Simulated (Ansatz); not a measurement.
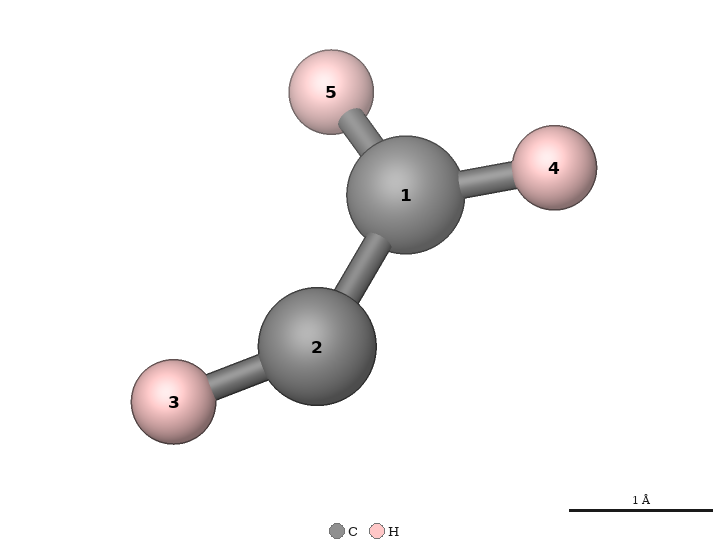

Simulated data, not a measurement (program: Ansatz).

Orthographic view. Atoms fade into the background with distance from the viewer. Charge 0, doublet. Geometry: a fixed input geometry, not necessarily a minimum.

Give the geometry as a Z-matrix, atoms in numerical order, with these reference atoms: 2 to 1; 3 to 2, 1; 4 to 1, 2, 3; 5 to 1, 4, 2.

```
C  
C    1   1.330
H    2   1.080   1   134.8
H    1   1.076   2   121.7   3   179.9
H    1   1.088   4   116.7   2   179.9
```
